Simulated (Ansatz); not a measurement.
# Calculations on C2H3FSe

### Relaxation

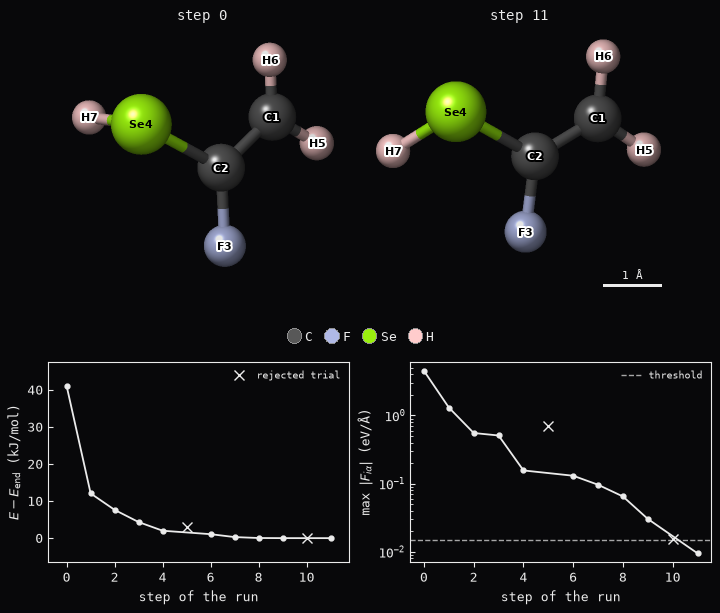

First and last geometry of a relaxation of C$_{2}$H$_{3}$FSe, with the history of the run. A ball-and-stick model, seen at a tilt.

The run prepares an end point of a later path (torsion) calculation, from a guessed geometry.

The calculation used Ansatz 0.2.0, RKS revPBE/def2-SVP.

The input:
```yaml
crystal:
  periodic: [false, false, false]
  atoms:
    - { symbol: C, position_ang: [0.2516, -0.1101, 1.0361] }
    - { symbol: C, position_ang: [-0.319, 0.3895, -0.1153] }
    - { symbol: F, position_ang: [-1.5949, 0.9328, -0.1402] }
    - { symbol: Se, position_ang: [0.7635, 0.307, -1.7527] }
    - { symbol: H, position_ang: [-0.3653, -0.0166, 1.9281] }
    - { symbol: H, position_ang: [1.198, -0.4819, 1.0424] }
    - { symbol: H, position_ang: [0.1272, -1.0887, -2.0441] }
basis:
  gaussian: { orbitals: def2-SVP }
hamiltonian:
  xc: revpbe
relax:
  f_tol: 0.015
  max_steps: 40
```

Command:
```bash
ansatz run input.yaml --threads 1 --pin off --max-ram 2048MiB --backend cpu --events-out ev --progress --plain --runs-dir out
```

> Read the history and describe the run.

It converged. The energy falls by 41.0 kJ/mol in 9 accepted moves (11 points after the start). The largest force component goes from 4.5 to 0.0095 eV/Å. The line search rejected the trial steps at points 5, 10 of the run. H7 moves most after the best rigid fit: 0.72 Å. By element the largest moves are H 0.72 Å, F 0.40 Å, Se 0.29 Å, C 0.24 Å. Some distances before and after: C1–H6 1.017 → 1.097 Å, Se4–H7 1.561 → 1.488 Å, C2–F3 1.387 → 1.350 Å, C2–Se4 1.965 → 1.929 Å. Among the angles between lasting bonds that change: C1–C2–Se4 116.9° → 124.2°, F3–C2–Se4 120.6° → 114.2°, C2–Se4–H7 88.2° → 93.7°. Groups turn about C2–Se4 by about 45°.

### Relaxation

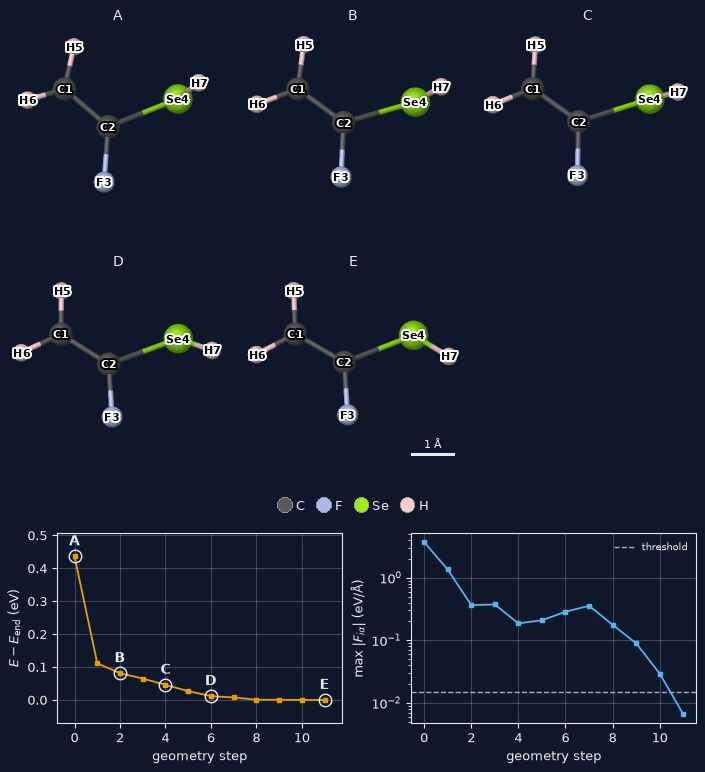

Frames of a relaxation of C2H3FSe, marked on the history of the run. A ball-and-stick model, seen at a tilt.

The run prepares an end point of a later path (torsion) calculation, from a guessed geometry.

All numbers below come from RKS revPBE/def2-SVP in Ansatz.

Input
```yaml
crystal:
  periodic: [false, false, false]
  atoms:
    - { symbol: C, position_ang: [0.2516, -0.1101, 1.0361] }
    - { symbol: C, position_ang: [-0.319, 0.3895, -0.1153] }
    - { symbol: F, position_ang: [0.33967, 0.38663, -1.3359] }
    - { symbol: Se, position_ang: [-2.13777, 1.11666, 0.0364] }
    - { symbol: H, position_ang: [-0.3653, -0.0166, 1.9281] }
    - { symbol: H, position_ang: [1.198, -0.4819, 1.0424] }
    - { symbol: H, position_ang: [-1.50225, 2.51304, 0.32623] }
basis:
  gaussian: { orbitals: def2-SVP }
hamiltonian:
  xc: revpbe
relax:
  f_tol: 0.015
  max_steps: 40
```

Launched with:
```bash
ansatz run input.yaml --threads 1 --pin off --max-ram 2048MiB --backend cpu --events-out ev --progress --plain --runs-dir out
```

### What happens along the run?

H7 moves most after the best rigid fit: 0.77 Å. Largest moves by element: H 0.77 Å, F 0.41 Å, Se 0.27 Å, C 0.27 Å. Near-neighbour distances that change, for instance: C1–H6 1.017 → 1.101 Å, Se4–H7 1.561 → 1.488 Å, C2–F3 1.387 → 1.350 Å, C2–Se4 1.965 → 1.929 Å. Bond angles that change, for instance: C1–C2–Se4 116.9° → 124.2°, F3–C2–Se4 120.6° → 114.2°, C2–C1–H5 114.7° → 120.7°. Groups turn about C2–Se4 by about 45°. After 11 geometry steps the energy has fallen by 0.436 eV. Largest force component: 3.7 eV/Å at the start, 0.0066 eV/Å at the end. Cost: 20 s on 1 thread of Intel(R) Xeon(R) 6975P-C (Granite Rapids), with other jobs on the host, peak memory 0.14 GiB. From step 0 to 2: H7 moves most (0.22 Å), energy −0.355 eV. From step 2 to 4: H7 moves most (0.14 Å), energy −0.035 eV. From step 4 to 6: H7 moves most (0.31 Å), energy −0.034 eV. From step 6 to 11: H7 moves most (0.15 Å), energy −0.012 eV.

### Path

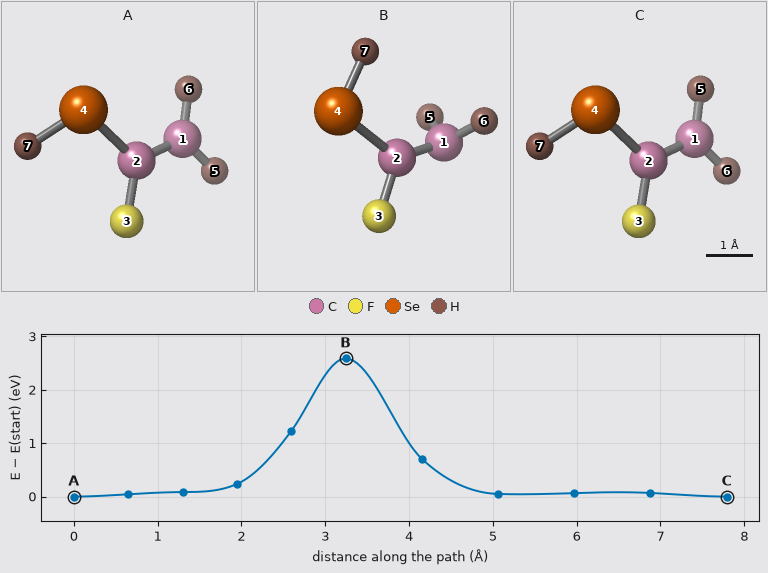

A nudged-elastic-band calculation for C2H3FSe. Images are numbered from 0 (start) to 10 (end). Frames A to C are images 0, 5, 10. The picture is a ball-and-stick view, seen at a tilt.

These are results of RKS revPBE/def2-SVP (Ansatz), not measurements. Set-up: 9 movable images; climbing image; force threshold 0.03 eV/Å; iteration limit 60; starting path through a guess of the saddle point.

What happens along the path, and what is the barrier?

Answer. The path has more than one stage, and so few images may leave a stage unresolved. No bond forms or breaks between the ends. Bond angles that change up to the highest image, for instance: F3–C2–Se4 114.2° → 100.8°, C1–C2–Se4 124.2° → 135.1°. The two ends have the same energy, and the highest point, image 5, lies 2.59 eV above the start. The band converged in 19 iterations. The largest component of the band force went from 32 to 0.029 eV/Å. The climbing image converged on the top of the path. Its vibrational analysis gives one imaginary mode (1765i cm⁻¹), as a transition state must have.

The run took 5 min on 1 thread of Intel(R) Xeon(R) 6975P-C (Granite Rapids), on a shared host, peak memory 0.17 GiB.
